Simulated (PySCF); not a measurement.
F3HOSi, SMILES `O[Si](F)(F)F`.

Computed with PySCF, B3LYP/def2-SVPD, geometry: GFN2-xTB. No frequency check shows the geometry to be a minimum.

Geometry (Å), atoms numbered from 1:

```
O1      -1.6054   -0.0359    0.0015
Si2     -0.0179    0.0051    0.0000
F3       0.4220    1.5127   -0.0033
F4       0.6336   -0.7007   -1.2554
F5       0.6360   -0.6956    1.2570
H6      -2.1300   -0.8323    0.0023
```

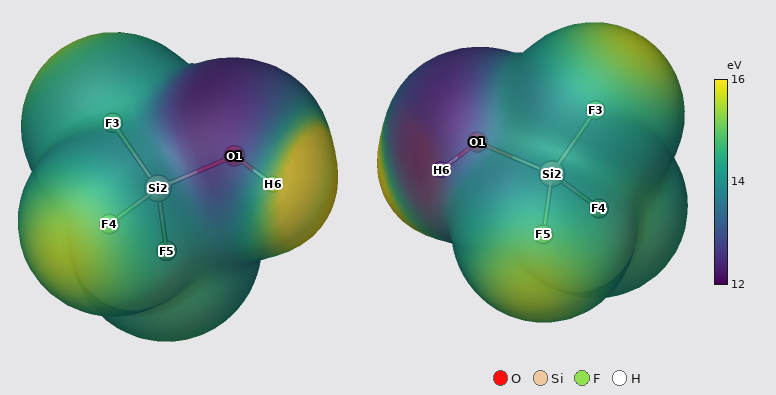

Average local ionisation energy on the surface of electron density 0.001 a.u. (back view left, front view right).

Where are the most loosely bound electrons on this surface?

Answer. The lowest value is 12.1 eV, 1.9 Å from O1, and at like points elsewhere. Further minima include 14.0 eV, 1.7 Å from F5, and at like points elsewhere. For comparison, the highest occupied orbital lies at −10.7 eV.

What volume does the surface enclose, and what is the dipole moment?

Answer. About 78 Å³; the dipole moment is 2.4 D.
